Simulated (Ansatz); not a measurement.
## Converging the basis set for SiH4 (silane)

SiH4: 5 atoms, total charge 0, spin state singlet. As SMILES, `[SiH4]`. The shape is that of a PBE0-D4/def2-TZVP optimisation.

```xyz
5

Si    0.0000    0.0000   -0.0001
H     0.9676   -0.6884    0.8909
H    -1.3310    0.0449    0.6560
H    -0.1051   -0.7403   -1.2826
H     0.4685    1.3838   -0.2642
```

Program: Ansatz 0.2.0. Method: PBE. Swept: basis set. Watched: the total energy. Each run: energy. Hardware: 1 thread of Intel Xeon Platinum 8488C (Sapphire Rapids), shared host.

The last row is the best point of the sweep, not the limit.

```tsv
basis set	basis functions	energy (Eh)	from the best (mEh)	wall time
pc-0	21	-291.554459	+179.332	0.22 s
pc-1	38	-291.712400	+21.391	0.26 s
pc-2	90	-291.730125	+3.666	0.48 s
pc-3	200	-291.733555	+0.237	1.3 s
pc-4	357	-291.733792	0.000	3.6 s
```

For a target of 1 mEh, where can one stop?

pc-3: it is 0.237 mEh off and takes 1.3 s, against 3.6 s for pc-4.

For a target of 5 mEh, where can one stop?

pc-2: it is 3.666 mEh off and takes 0.48 s, against 3.6 s for pc-4.

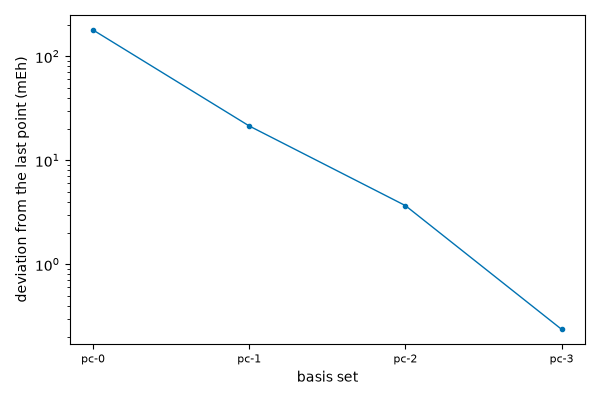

Absolute deviation from the last point of the sweep; values under 0.001 mEh are drawn at that floor.
